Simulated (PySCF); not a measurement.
# BClH5PSi: electronic excitations at several levels of theory

How much do the electronic excitations of BClH5PSi (`[SiH3]PBCl`) depend on the level of theory, and what does each level cost?

Programs: PySCF 2.14.0, with density-fitted response routines of our own. Each step states its level of theory. These are calculated values for one molecule in the gas phase, unless marked as measured. Atoms are numbered from 0 throughout.

## (1) The starting structure

9 atoms, charge 0, multiplicity 1; geometry from: GFN2-xTB. The atoms were then displaced at random by about 0.01 Å, so the start is not that level's minimum.

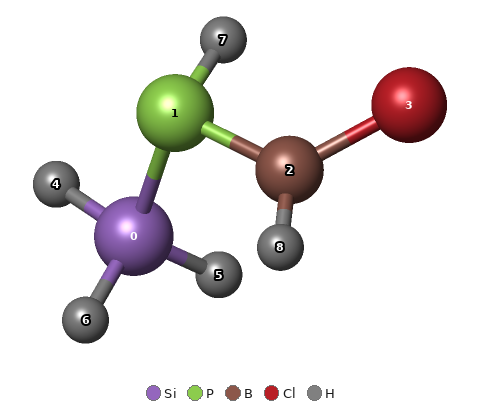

The starting geometry (silicon purple, phosphorus green, boron brown, chlorine red, hydrogen grey), atoms numbered.

## (2) Geometry optimisation at PBE0-D3(BJ)/def2-SVP

The job: settings as JSON, then the geometry in Å.

```
{"job": {"xc": "PBE0", "basis": "def2-SVP", "d3": "d3bj", "grid": 1, "shake": 0.01, "kind": "geom"}, "charge": 0, "multiplicity": 1}
Si    -1.476500    -0.107870    -0.201760
P      0.365650     1.088110     0.110460
B      1.581660    -0.193340     0.626580
Cl     3.083950    -0.431400    -0.226830
H     -2.403750     0.835420    -0.896890
H     -1.325040    -1.285990    -1.021130
H     -1.968230    -0.448840     1.125380
H      0.768690     1.311790    -1.199410
H      1.431370    -0.785040     1.649870
```

Started as:

```console
$ OMP_NUM_THREADS=1 python probes_run.py task.json out
```

One launch serves the whole session: the jobs run in the order shown.

The log of the run:

```text
step   0  E = -1118.13641607  max force = 0.018406
step   1  E = -1118.14021363  max force = 0.002932
step   2  E = -1118.14033158  max force = 0.001110
step   3  E = -1118.14036145  max force = 0.000987
step   4  E = -1118.14037592  max force = 0.000487
step   5  E = -1118.14038154  max force = 0.000248
optimisation converged
```

It took 16 s on 1 thread of Arm Neoverse V2, shared host; peak memory 0.38 GiB.

Along the way:

```tsv
step	energy from step 0 (eV)	largest force component (eV/Å)
0	0.0000	0.9465
1	-0.1033	0.1508
2	-0.1065	0.0571
3	-0.1074	0.0508
4	-0.1078	0.0250
5	-0.1079	0.0128
```

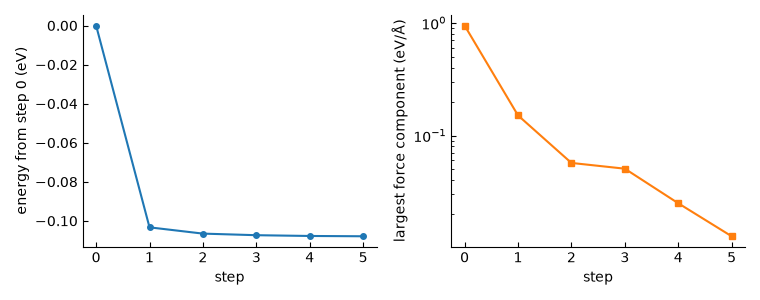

Energy and largest force along the relaxation.

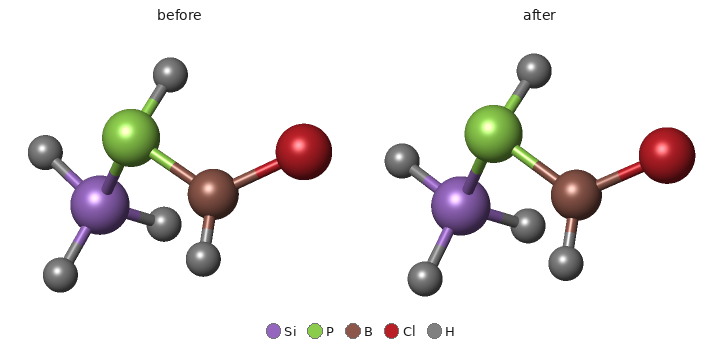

The geometry before (left) and after (right).

Distances of close pairs at the start and the end, largest changes first:

```tsv
bond	before (Å)	after (Å)	change (Å)
Si0–H5	1.443	1.494	+0.051
P1–B2	1.840	1.883	+0.042
Si0–H6	1.456	1.492	+0.036
Si0–P1	2.218	2.254	+0.036
P1–H7	1.389	1.423	+0.035
B2–H8	1.192	1.206	+0.015
B2–Cl3	1.744	1.750	+0.005
Si0–H4	1.494	1.492	-0.002
```

The end geometry stands in the next job.

```tsv
at the end point	value
point group (found at 0.08 Å tolerance)	C1
rotational constants (GHz, main isotopes)	8.775, 1.291, 1.192
dipole moment (D)	1.06
```

## (3) Excited states and response: PBE0/def2-TZVP

The job: settings as JSON, then the geometry in Å.

```
{"job": {"kind": "uv", "xc": "PBE0", "basis": "def2-TZVP"}, "charge": 0, "multiplicity": 1}
Si    -1.037118     0.112060    -0.268869
P      0.834202     1.345935    -0.030802
B      2.017828    -0.014493     0.509714
Cl     3.586135    -0.244706    -0.230690
H     -2.080380     0.977895    -0.892347
H     -0.854681    -1.111201    -1.106164
H     -1.456452    -0.285094     1.106327
H      1.213672     1.534667    -1.389607
H      1.739137    -0.703141     1.459941
```

Level: TDDFT PBE0/def2-TZVP, vertical, gas phase, core orbitals frozen in the response.

The log of the run:

```text
coarse grid: 9064 points
cycle   1  E = -1118.5259923522  dE =  5.711e-02  |g| = 2.014e-01  |ddm| = 2.198e+00
cycle   2  E = -1118.5304428205  dE = -4.450e-03  |g| = 1.553e-01  |ddm| = 3.554e-01
cycle   3  E = -1118.5363166333  dE = -5.874e-03  |g| = 3.656e-02  |ddm| = 1.743e-01
cycle   4  E = -1118.5365798498  dE = -2.632e-04  |g| = 1.055e-02  |ddm| = 3.241e-02
cycle   5  E = -1118.5366106048  dE = -3.075e-05  |g| = 4.229e-03  |ddm| = 1.202e-02
cycle   6  E = -1118.5366158228  dE = -5.218e-06  |g| = 1.235e-03  |ddm| = 4.060e-03
final grid: 73672 points
cycle   7  E = -1118.5355576621  dE = -1.772e-05  |g| = 5.910e-03  |ddm| = 2.107e-02
cycle   8  E = -1118.5355520954  dE =  5.567e-06  |g| = 6.851e-03  |ddm| = 1.057e-02
cycle   9  E = -1118.5355659494  dE = -1.385e-05  |g| = 8.995e-04  |ddm| = 6.351e-03
cycle  10  E = -1118.5355661852  dE = -2.358e-07  |g| = 1.961e-04  |ddm| = 7.662e-04
cycle  11  E = -1118.5355661965  dE = -1.132e-08  |g| = 3.991e-05  |ddm| = 1.988e-04
cycle  12  E = -1118.5355661970  dE = -5.114e-10  |g| = 1.077e-05  |ddm| = 3.827e-05
converged SCF energy = -1118.5355661970

Static polarisability (au): isotropic 82.340, principal 65.919 73.648 107.452

Singlet excitations
state   eV       nm        f      main configurations
  1   4.5415    273.0   0.03407   H->L 0.83, H-1->L 0.15
  2   5.3244    232.9   0.09987   H-1->L 0.81, H->L 0.14
  3   6.3000    196.8   0.02630   H-2->L 0.78, H->L+1 0.16
  4   6.3490    195.3   0.01775   H->L+2 0.63, H->L+1 0.24
  5   6.4832    191.2   0.07247   H->L+1 0.52, H->L+2 0.32, H-2->L 0.08
  6   6.9369    178.7   0.01518   H-3->L 0.80, H-6->L 0.16
  7   7.0323    176.3   0.04529   H->L+3 0.87
  8   7.2039    172.1   0.01196   H-4->L 0.43, H->L+4 0.33, H-1->L+1 0.09
  9   7.2316    171.4   0.01835   H->L+4 0.41, H-4->L 0.38, H-1->L+1 0.10
 10   7.4250    167.0   0.03957   H-6->L 0.44, H-1->L+2 0.18, H-5->L 0.17

Triplet excitations (Tamm-Dancoff, eV): 3.6552 4.6939 5.5257 5.7724
```

Wall time 14 s (1 thread of Arm Neoverse V2, shared host); peak memory 0.74 GiB.

Frontier orbitals and where they lie:

```tsv
orbital	eV	atoms
HOMO−3	-9.98	Si0 30 %, Cl3 23 %, H4 16 %
HOMO−2	-9.51	P1 24 %, Si0 23 %, Cl3 15 %
HOMO−1	-8.51	Cl3 40 %, P1 24 %, B2 16 %
HOMO	-7.55	P1 60 %, B2 14 %, Cl3 12 %
LUMO	-1.84	B2 56 %, P1 18 %, Cl3 13 %
LUMO+1	0.10	Si0 48 %, P1 33 %, B2 10 %
LUMO+2	0.25	P1 34 %, Si0 27 %, H7 18 %
```

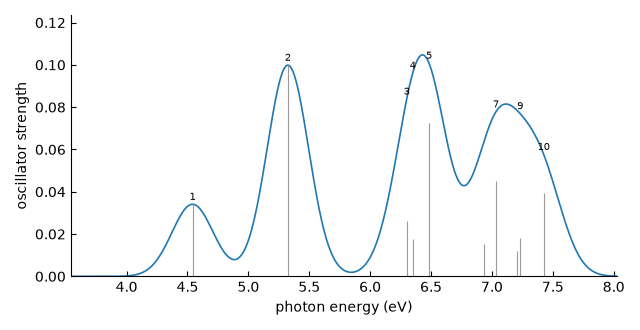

Absorption spectrum from the 10 singlet states computed; above the last one it falls off for lack of states. Lines are broadened to a width of 0.40 eV (Gaussian).

Further results of this job:

```tsv
property	computed
dipole moment (D)	1.11
polarisability (Å³)	12.20
HOMO–LUMO gap (eV)	5.71
−ε(HOMO) (eV)	7.55
```

## (4) Excited states and response: PBE0/aug-cc-pVDZ

The job, as its differences from that of step 3:

```diff
@@ -1,2 +1,2 @@
-{"job": {"kind": "uv", "xc": "PBE0", "basis": "def2-TZVP"}, "charge": 0, "multiplicity": 1}
+{"job": {"kind": "uv", "xc": "PBE0", "basis": "aug-cc-pVDZ"}, "charge": 0, "multiplicity": 1}
 Si    -1.037118     0.112060    -0.268869
```

Method: TDDFT PBE0/aug-cc-pVDZ, vertical, gas phase, core orbitals frozen in the response.

The log of the run:

```text
coarse grid: 9064 points
cycle   1  E = -1118.4721553260  dE =  1.017e-01  |g| = 1.683e-01  |ddm| = 5.995e+00
cycle   2  E = -1118.4752486366  dE = -3.093e-03  |g| = 1.504e-01  |ddm| = 9.364e-01
cycle   3  E = -1118.4821661422  dE = -6.918e-03  |g| = 2.451e-02  |ddm| = 3.858e-01
cycle   4  E = -1118.4823101059  dE = -1.440e-04  |g| = 1.370e-02  |ddm| = 7.408e-02
cycle   5  E = -1118.4823778355  dE = -6.773e-05  |g| = 2.232e-03  |ddm| = 3.494e-02
cycle   6  E = -1118.4823796416  dE = -1.806e-06  |g| = 6.962e-04  |ddm| = 6.596e-03
final grid: 73672 points
cycle   7  E = -1118.5035343756  dE = -8.674e-06  |g| = 3.879e-03  |ddm| = 7.266e-02
cycle   8  E = -1118.5035313680  dE =  3.008e-06  |g| = 4.808e-03  |ddm| = 2.192e-02
cycle   9  E = -1118.5035396708  dE = -8.303e-06  |g| = 4.640e-04  |ddm| = 1.174e-02
cycle  10  E = -1118.5035397454  dE = -7.455e-08  |g| = 1.199e-04  |ddm| = 1.081e-03
cycle  11  E = -1118.5035397500  dE = -4.622e-09  |g| = 2.367e-05  |ddm| = 3.139e-04
cycle  12  E = -1118.5035397502  dE = -2.210e-10  |g| = 7.344e-06  |ddm| = 7.673e-05
converged SCF energy = -1118.5035397502

Static polarisability (au): isotropic 88.060, principal 71.537 79.421 113.222

Singlet excitations
state   eV       nm        f      main configurations
  1   4.5502    272.5   0.03692   H->L 0.84, H-1->L 0.14
  2   5.3379    232.3   0.10165   H-1->L 0.82, H->L 0.13
  3   6.2373    198.8   0.03828   H->L+2 0.79
  4   6.2619    198.0   0.02233   H->L+1 0.68, H->L+3 0.12, H-2->L 0.10
  5   6.3595    195.0   0.05581   H-2->L 0.75, H->L+1 0.12
  6   6.6055    187.7   0.03515   H->L+3 0.61, H->L+4 0.12, H->L+2 0.09
  7   6.9425    178.6   0.01743   H-3->L 0.81, H-6->L 0.14
  8   7.0292    176.4   0.02531   H->L+4 0.64, H->L+5 0.10
  9   7.1161    174.2   0.03018   H->L+5 0.62, H->L+3 0.11, H->L+4 0.10
 10   7.2196    171.7   0.02530   H-4->L 0.44, H->L+6 0.23, H->L+5 0.13

Triplet excitations (Tamm-Dancoff, eV): 3.6835 4.7355 5.5609 5.7892
```

Wall time 12 s (1 thread of Arm Neoverse V2, shared host); peak memory 0.68 GiB.

Key values: HOMO -7.55 eV, LUMO -1.85 eV; lowest singlet 4.55 eV.

## (5) Ultraviolet spectrum: PBE0/def2-TZVPD

The job, as its differences from that of step 4:

```diff
@@ -1,2 +1,2 @@
-{"job": {"kind": "uv", "xc": "PBE0", "basis": "aug-cc-pVDZ"}, "charge": 0, "multiplicity": 1}
+{"job": {"kind": "uv", "xc": "PBE0", "basis": "def2-TZVPD"}, "charge": 0, "multiplicity": 1}
 Si    -1.037118     0.112060    -0.268869
```

With the program's defaults for keys left out, this is: TDDFT PBE0/def2-TZVPD, vertical, gas phase, core orbitals frozen in the response.

The log of the run:

```text
coarse grid: 9064 points
cycle   1  E = -1118.5269654812  dE =  5.781e-02  |g| = 2.016e-01  |ddm| = 2.185e+00
cycle   2  E = -1118.5313333208  dE = -4.368e-03  |g| = 1.553e-01  |ddm| = 3.862e-01
cycle   3  E = -1118.5372364156  dE = -5.903e-03  |g| = 3.711e-02  |ddm| = 1.805e-01
cycle   4  E = -1118.5375098720  dE = -2.735e-04  |g| = 1.022e-02  |ddm| = 3.316e-02
cycle   5  E = -1118.5375382804  dE = -2.841e-05  |g| = 4.267e-03  |ddm| = 1.242e-02
cycle   6  E = -1118.5375435723  dE = -5.292e-06  |g| = 1.237e-03  |ddm| = 3.917e-03
final grid: 73672 points
cycle   7  E = -1118.5364866090  dE = -1.838e-05  |g| = 5.940e-03  |ddm| = 3.414e-02
cycle   8  E = -1118.5364807546  dE =  5.854e-06  |g| = 6.940e-03  |ddm| = 1.125e-02
cycle   9  E = -1118.5364950115  dE = -1.426e-05  |g| = 9.070e-04  |ddm| = 6.599e-03
cycle  10  E = -1118.5364952510  dE = -2.395e-07  |g| = 1.970e-04  |ddm| = 7.909e-04
cycle  11  E = -1118.5364952624  dE = -1.139e-08  |g| = 4.150e-05  |ddm| = 2.089e-04
cycle  12  E = -1118.5364952629  dE = -5.475e-10  |g| = 1.112e-05  |ddm| = 4.434e-05
converged SCF energy = -1118.5364952629

Static polarisability (au): isotropic 88.368, principal 71.690 79.721 113.693

Singlet excitations
state   eV       nm        f      main configurations
  1   4.5096    274.9   0.03532   H->L 0.83, H-1->L 0.14
  2   5.2878    234.5   0.09859   H-1->L 0.81, H->L 0.13
  3   6.2095    199.7   0.01931   H->L+2 0.54, H->L+1 0.20, H->L+3 0.17
  4   6.2345    198.9   0.02185   H-2->L 0.41, H->L+1 0.34, H->L+2 0.17
  5   6.3252    196.0   0.06858   H-2->L 0.48, H->L+1 0.40
  6   6.6158    187.4   0.03891   H->L+3 0.68, H->L+2 0.21
  7   6.8981    179.7   0.01749   H-3->L 0.80, H-6->L 0.15
  8   7.0129    176.8   0.01978   H->L+4 0.75, H-1->L+1 0.10
  9   7.1610    173.1   0.02703   H-4->L 0.68
 10   7.2205    171.7   0.02731   H->L+5 0.46, H-4->L 0.16, H-1->L+1 0.10

Triplet excitations (Tamm-Dancoff, eV): 3.6313 4.6712 5.4556 5.6962
```

Wall time 20 s (1 thread of Arm Neoverse V2, shared host); peak memory 0.83 GiB.

Key values: HOMO -7.56 eV, LUMO -1.89 eV; lowest singlet 4.51 eV.

## (6) TDDFT and polarisability: PBE0/6-31+G*

The job, as its differences from that of step 5:

```diff
@@ -1,2 +1,2 @@
-{"job": {"kind": "uv", "xc": "PBE0", "basis": "def2-TZVPD"}, "charge": 0, "multiplicity": 1}
+{"job": {"kind": "uv", "xc": "PBE0", "basis": "6-31+G*"}, "charge": 0, "multiplicity": 1}
 Si    -1.037118     0.112060    -0.268869
```

Level: TDDFT PBE0/6-31+G*, vertical, gas phase, core orbitals frozen in the response.

The log of the run:

```text
coarse grid: 9064 points
cycle   1  E = -1118.4740647978  dE =  8.249e-02  |g| = 1.694e-01  |ddm| = 2.731e+00
cycle   2  E = -1118.4773043842  dE = -3.240e-03  |g| = 1.538e-01  |ddm| = 5.526e-01
cycle   3  E = -1118.4849224522  dE = -7.618e-03  |g| = 2.311e-02  |ddm| = 2.810e-01
cycle   4  E = -1118.4850486216  dE = -1.262e-04  |g| = 1.334e-02  |ddm| = 5.902e-02
cycle   5  E = -1118.4851133059  dE = -6.468e-05  |g| = 1.794e-03  |ddm| = 2.361e-02
cycle   6  E = -1118.4851144557  dE = -1.150e-06  |g| = 5.276e-04  |ddm| = 4.892e-03
final grid: 73672 points
cycle   7  E = -1118.4364569460  dE = -7.363e-06  |g| = 4.034e-03  |ddm| = 2.701e-02
cycle   8  E = -1118.4364541521  dE =  2.794e-06  |g| = 4.895e-03  |ddm| = 1.420e-02
cycle   9  E = -1118.4364629251  dE = -8.773e-06  |g| = 3.746e-04  |ddm| = 8.515e-03
cycle  10  E = -1118.4364629722  dE = -4.712e-08  |g| = 1.133e-04  |ddm| = 8.506e-04
cycle  11  E = -1118.4364629763  dE = -4.119e-09  |g| = 2.086e-05  |ddm| = 1.876e-04
cycle  12  E = -1118.4364629765  dE = -1.887e-10  |g| = 5.528e-06  |ddm| = 5.732e-05
converged SCF energy = -1118.4364629765

Static polarisability (au): isotropic 78.380, principal 61.700 70.276 103.164

Singlet excitations
state   eV       nm        f      main configurations
  1   4.6065    269.2   0.04480   H->L 0.83, H-1->L 0.14
  2   5.3911    230.0   0.10775   H-1->L 0.82, H->L 0.14
  3   6.2899    197.1   0.06847   H->L+1 0.88
  4   6.3939    193.9   0.01098   H->L+2 0.83, H->L+3 0.13
  5   6.4720    191.6   0.05422   H-2->L 0.84
  6   6.7900    182.6   0.05078   H->L+3 0.70, H->L+2 0.13, H->L+4 0.10
  7   7.0448    176.0   0.01705   H-3->L 0.77, H-6->L 0.16
  8   7.2459    171.1   0.02787   H->L+4 0.78, H->L+3 0.11
  9   7.2938    170.0   0.02438   H->L+5 0.62, H-1->L+1 0.14, H-4->L 0.11
 10   7.3271    169.2   0.02473   H-4->L 0.61, H->L+5 0.16, H-5->L 0.11

Triplet excitations (Tamm-Dancoff, eV): 3.7238 4.8152 5.5927 5.8546
```

It took 6.3 s on 1 thread of Arm Neoverse V2, shared host; peak memory 0.47 GiB.

Key values: HOMO -7.56 eV, LUMO -1.84 eV; lowest singlet 4.61 eV.

## (7) Comparing the runs: electronic excitations

Excitations and ground-state properties, with basis size and wall time:

```tsv
run	lowest singlet (eV)	brightest (eV)	f	gap (eV)	α (Å³)	μ (D)	functions	time
PBE0/def2-TZVP	4.54	5.32	0.100	5.71	12.20	1.11	172	14 s
PBE0/aug-cc-pVDZ	4.55	5.34	0.102	5.70	13.05	1.23	149	12 s
PBE0/def2-TZVPD	4.51	5.29	0.099	5.67	13.09	1.15	214	20 s
PBE0/6-31+G*	4.61	5.39	0.108	5.72	11.61	1.35	94	6.3 s
```

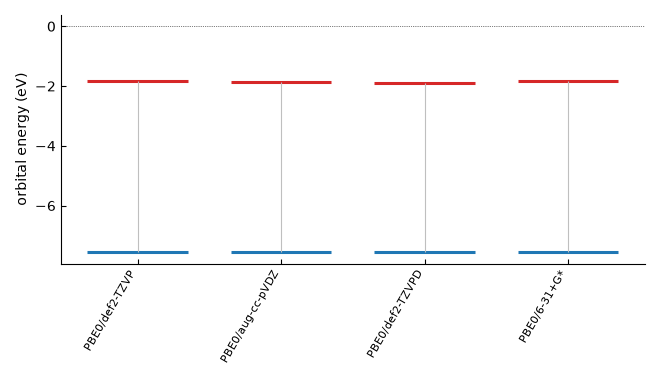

HOMO (blue) and LUMO (red) run by run.

## (8) What came out

```
                                quantity                        value
                             point group                           C1
    rotational constants (main isotopes)         8.77, 1.29, 1.19 GHz
         lowest singlet (PBE0/def2-TZVP)  4.54 eV (273 nm), f = 0.034
brightest single state of those computed  state 2, 5.32 eV, f = 0.100
                          lowest triplet                      3.66 eV
             range of the lowest singlet              4.51 to 4.61 eV
```

What this shows: Single values in the summary come from the first run of each kind that ended normally (PBE0/def2-TZVP), which need not be the best level. The optimisation took 5 steps and gained 0.108 eV; among the close pairs (by a distance rule), Si0–H5 changed most, from 1.443 to 1.494 Å. No frequency check was run at this level, so the end point may be a saddle. The first singlet state (HOMO→LUMO 0.83, HOMO−1→LUMO 0.15) lies at 4.54 eV and is weak; of the 10 states computed, the strongest absorption comes from state 2 at 5.32 eV. The lowest triplet lies 0.89 eV below the lowest singlet (triplets in Tamm-Dancoff, singlets in full TDDFT). The lowest singlet runs from 4.51 eV (PBE0/def2-TZVPD) to 4.61 eV (PBE0/6-31+G*), while the orbital gap spans 5.67 to 5.72 eV. The lowest state need not be the same one in every run.
